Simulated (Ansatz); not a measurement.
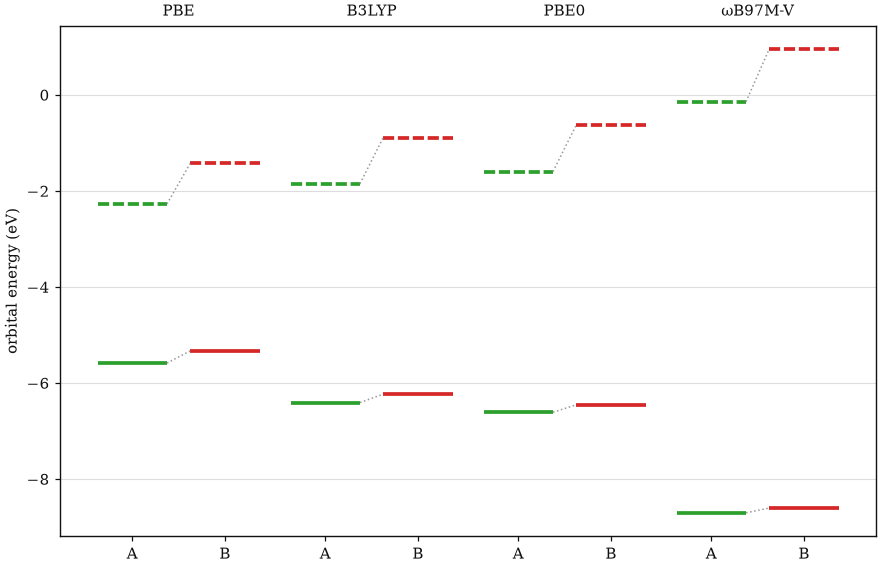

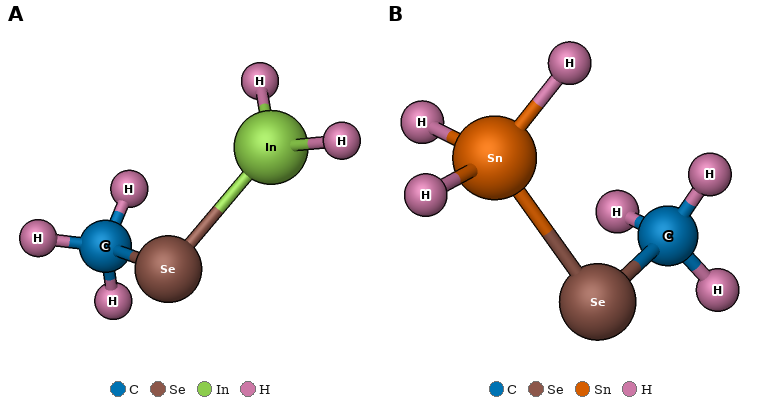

One change: A, CH₅InSe (SMILES C[Se][InH2]), becomes B, CH₆SeSn (SMILES C[Se][SnH3]). InH₂ on Se is replaced by SnH₃. HOMO (solid) and LUMO (dashed) computed in def2-TZVPP at PBE0-D4/def2-TZVP geometries, both minima by their frequencies, gas phase, the Ansatz code 0.2.0. Empty levels above zero depend strongly on the basis.

What does the change do to HOMO and LUMO?

Answer. PBE: the HOMO rises by 0.25 eV, the LUMO rises by 0.84 eV, and the separation goes from 3.31 to 3.90 eV. B3LYP: the HOMO rises by 0.17 eV, the LUMO rises by 0.96 eV, and the separation goes from 4.56 to 5.34 eV. PBE0: the HOMO rises by 0.15 eV, the LUMO rises by 0.97 eV, and the separation goes from 5.01 to 5.83 eV. ωB97M-V: the HOMO rises by 0.10 eV, the LUMO rises by 1.10 eV, and the separation goes from 8.56 to 9.56 eV.

Do the functionals agree on the effect?

Answer. They agree on the direction for both levels; the HOMO shift lies between 0.10 and 0.25 eV and the LUMO shift between 0.84 and 1.10 eV, while the separations themselves differ by up to 5.7 eV between functionals.

Note: core potentials past krypton; spin-orbit coupling is left out, and with In and Sn it can shift these values.
